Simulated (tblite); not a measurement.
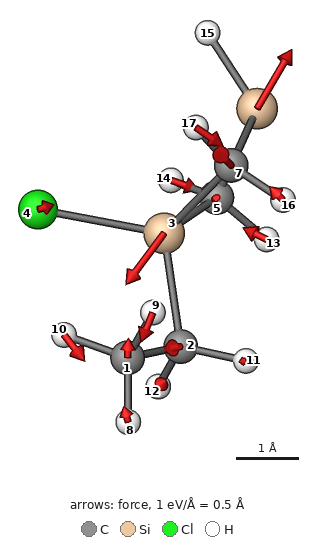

Starting geometry of C4H10ClSi2 (multiplicity 2) with the computed forces as red arrows. The picture is a ball-and-stick view, seen from a free direction.

Theory: GFN2-xTB geometry optimisation, gas phase in tblite. 

### What follows when this structure is relaxed?

It isn't relaxed: the largest force vector, on a Si atom, is 2.33 eV/Å. The final displacements have little in common with the starting forces (cosine between the two patterns 0.19). After 101 geometry steps the energy has fallen by 0.656 eV. The atom that moves furthest after the best rigid fit is an H atom (0.79 Å). By element the largest moves are H 0.79 Å, Si 0.28 Å, C 0.26 Å, Cl 0.16 Å. Near-neighbour distances that change, for instance: C–Si 1.841 → 1.918 Å, C–Si 1.863 → 1.933 Å, Cl–Si 2.076 → 2.040 Å, C–H 1.122 → 1.088 Å. Among the angles between lasting bonds that change: C–C–Si 102.9° → 112.8°, H–C–H 114.8° → 106.6°, H–C–H 113.1° → 106.6°. Cost: 0.83 s on 1 thread of Arm Neoverse V2 (shared host).
